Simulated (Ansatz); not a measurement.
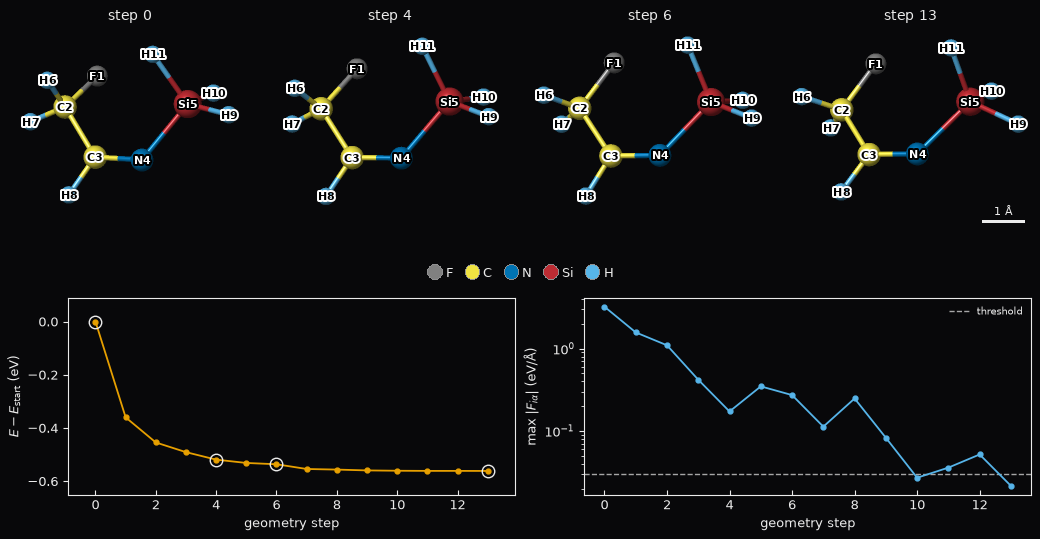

Frames of a relaxation of C2H6FNSi (coarse preliminary run), marked on the history of the run. A ball-and-stick model, seen at a tilt.

The start comes from a force field.

All numbers below come from RKS PBE-D4/def2-SVP (Ansatz 0.2.0).

The input:
```yaml
crystal:
  periodic: [false, false, false]
  atoms:
    - {symbol: F, position_ang: [-0.975900, 0.560300, 1.360100]}
    - {symbol: C, position_ang: [-0.074700, -0.361100, 1.458500]}
    - {symbol: C, position_ang: [0.078700, -1.171300, 0.186600]}
    - {symbol: N, position_ang: [0.250000, -0.784600, -1.044000]}
    - {symbol: Si, position_ang: [0.015000, 0.861000, -1.516600]}
    - {symbol: H, position_ang: [0.878400, 0.125900, 1.731500]}
    - {symbol: H, position_ang: [-0.347800, -1.028400, 2.270600]}
    - {symbol: H, position_ang: [0.301500, -2.236200, 0.368800]}
    - {symbol: H, position_ang: [0.541500, 1.048600, -2.832500]}
    - {symbol: H, position_ang: [-1.415500, 1.246700, -1.422700]}
    - {symbol: H, position_ang: [0.814100, 1.682000, -0.539700]}
basis:
  gaussian: {orbitals: def2-SVP}
hamiltonian: {xc: pbe, dispersion: d4}
relax: {f_tol: 0.03, max_steps: 200}
```

Command:
```bash
ansatz run in.yaml --threads 4 --pin off --events-out ev --progress --plain --max-ram 10444MiB
```

Describe the path.

Answer. After 13 geometry steps the energy has fallen by 0.561 eV. The largest force component goes from 3.2 to 0.022 eV/Å. The forces were under the threshold at step 10, but the run went on from there. The largest move after the best rigid fit is that of H6, 0.82 Å. By element the largest moves are H 0.82 Å, F 0.58 Å, C 0.25 Å, N 0.20 Å, Si 0.09 Å. Some distances before and after: F1–C2 1.293 → 1.379 Å, Si5–H9 1.430 → 1.502 Å, N4–Si5 1.728 → 1.776 Å, C3–N4 1.301 → 1.269 Å. Bond angles that change, for instance: C3–N4–Si5 121.6° → 130.2°, N4–Si5–H11 105.6° → 112.0°, N4–C3–H8 114.6° → 119.6°. Groups turn about C2–C3 by about 45°. Cost: 14 s on 4 threads of Arm Neoverse V2, on a shared host. From step 0 to 4: H6 moves most (0.36 Å), energy −0.519 eV. From step 4 to 6: H6 moves most (0.34 Å), energy −0.017 eV. From step 6 to 13: H atoms move most (0.35 Å), energy −0.025 eV.

| step | E − E(0), eV | largest force component, eV/Å |
| --- | --- | --- |
| 0 | 0.0000 | 3.2319 |
| 1 | -0.3598 | 1.5757 |
| 2 | -0.4542 | 1.0986 |
| 3 | -0.4906 | 0.4192 |
| 4 | -0.5188 | 0.1726 |
| 5 | -0.5312 | 0.3483 |
| 6 | -0.5361 | 0.2730 |
| 7 | -0.5539 | 0.1129 |
| 8 | -0.5562 | 0.2481 |
| 9 | -0.5593 | 0.0827 |
| 10 | -0.5605 | 0.0271 |
| 11 | -0.5611 | 0.0359 |
| 12 | -0.5611 | 0.0519 |
| 13 | -0.5613 | 0.0216 |
